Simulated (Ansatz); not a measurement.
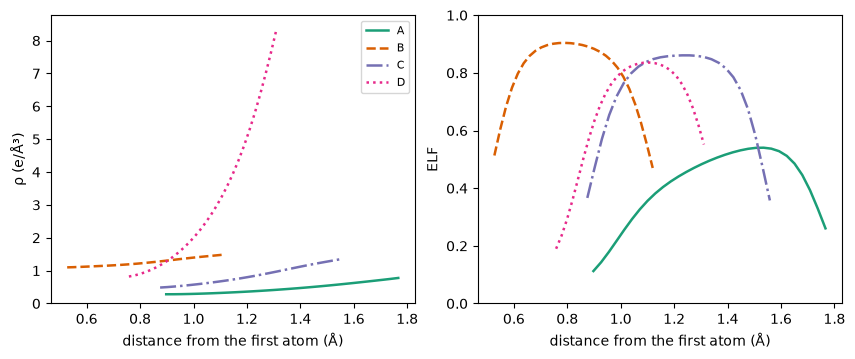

Figure. AlBF$_{2}$H$_{2}$S. Electron density and ELF along straight lines between neighbouring atoms. The curves leave out the atomic cores.

Geometry: PBE0-D4/def2-TZVP.

These are results of RKS PBE0-D4/def2-TZVPP (Ansatz 0.2.0), not measurements.

```tsv
atom	x (Å)	y (Å)	z (Å)
B	-0.8924	0.8385	-0.0905
S	-1.3034	-0.4810	0.9936
Al	0.6937	-0.8296	0.1726
F	0.8898	-1.8137	-1.1235
F	2.0224	-0.3972	1.0297
H	-1.5607	1.7821	-0.3598
H	0.2120	0.8329	-0.6676
```

> Which curve belongs to which contact (Al–B, Al–F, Al–S and B–S)? The first atom named is at distance zero.

Curve A: Al–B (2.32 Å): ρ at the midpoint is about 0.34 e/Å³; the ELF peaks at about 0.55 in the valence shell of B, 0.8 Å from its nucleus, and is about 0.40 at the midpoint. Curve B: B–S (1.76 Å): ρ is about 1.3 e/Å³ halfway; the ELF peaks at about 0.90 between the atoms (localised, covalent bonding). Curve C: Al–S (2.19 Å): ρ is about 0.67 e/Å³ halfway; the ELF peaks at about 0.85 in the valence shell of S, 1.0 Å from its nucleus, and is about 0.85 at the midpoint. Curve D: Al–F (1.64 Å): ρ is about 0.95 e/Å³ halfway; the ELF peaks at about 0.85 in the valence shell of F, 0.5 Å from its nucleus, and is about 0.35 at the midpoint.
